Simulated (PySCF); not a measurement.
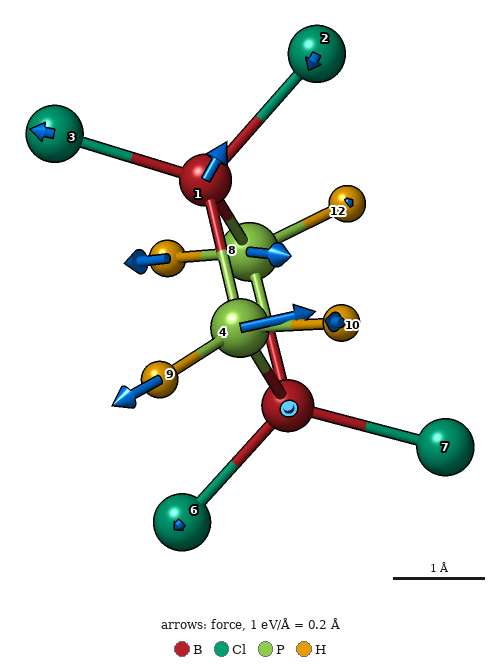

Starting geometry of B₂P₂H₄Cl₄ with the computed forces as blue arrows. Style: ball-and-stick. Shown from a free direction.

The start comes from GFN2-xTB. Its atoms were then displaced at random by about 0.03 Å.

All numbers below come from PySCF 2.14.0, density-fitted response routines, PBE0-D3(BJ)/def2-SVP geometry optimisation, gas phase. 

### What follows when this structure is relaxed?

It isn't relaxed: the largest force vector, on a P atom, is 4.34 eV/Å. The final displacements follow the starting forces only in part (cosine between the two patterns 0.67). The atom that moves furthest after the best rigid fit is a B atom (0.11 Å). By element the largest moves are B 0.11 Å, P 0.10 Å, H 0.09 Å, Cl 0.07 Å. Among the contacts that change: H–P 1.298 → 1.414 Å, B–P 1.916 → 2.016 Å, B–Cl 1.910 → 1.812 Å, B–P 1.944 → 2.016 Å. Among the angles between lasting bonds that change: B–P–B 85.8° → 92.2°, B–P–H 121.1° → 115.2°, H–P–H 98.9° → 104.0°. Over 11 geometry steps the energy falls by 69.8 kJ/mol. Cost: 2.4 min on 1 thread of Arm Neoverse V2, with other jobs on the host.
